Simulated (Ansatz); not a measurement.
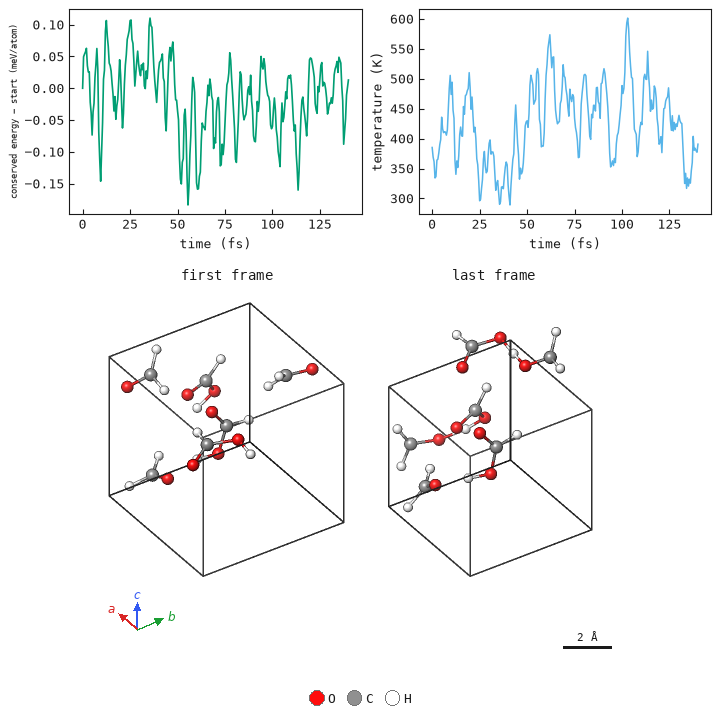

Molecular dynamics of a periodic cell with 3 H2CO + 3 HCOOH at 1.018 g/cm³, 140 fs long. It starts from the last geometry of an earlier run, with fresh velocities. The picture is a ball-and-stick view of the simulation cell, seen from a free direction.

Level of theory: DFT LDA, scalar-relativistic, plane waves, PAW (Ansatz). Set-up: plane-wave cutoff 420 eV; k-point mesh 1 × 1 × 1; Fermi-Dirac smearing 0.02 eV; low-accuracy preset; Langevin thermostat and barostat (NPT); set temperature 400 K; time step 0.5 fs; friction 0.05 per fs; target pressure 5 GPa.

Check the integration.

The conserved quantity stays between −0.18 and 0.11 meV per atom of its start. A straight-line fit has a slope that amounts to −0.041 meV per atom over 140 fs (under 0.1 % of the mean kinetic energy), and the ripple about it is 0.7 % of the kinetic energy's fluctuation. With a drift under 2 % and a ripple under 7 %, the integration is accurate. The mean temperature in the second half is 440 K (standard deviation 57 K). The potential energy is still drifting at the end, so the run hasn't reached equilibrium. The potential energy in the second half lies on average 25.4 meV per atom above the first frame. The mean pressure there is 4.7 GPa. The volume ends −35.4 % from the start.

Limits of the set-up: the program's low-accuracy preset was used; the periodic images lie only 7.2 Å apart, so the values are limited by the cell's size.

The run took 7.7 min on 1 thread of Intel(R) Xeon(R) Platinum 8259CL CPU @ 2.50GHz (Skylake/Cascade Lake) (shared host), peak memory 0.47 GiB.
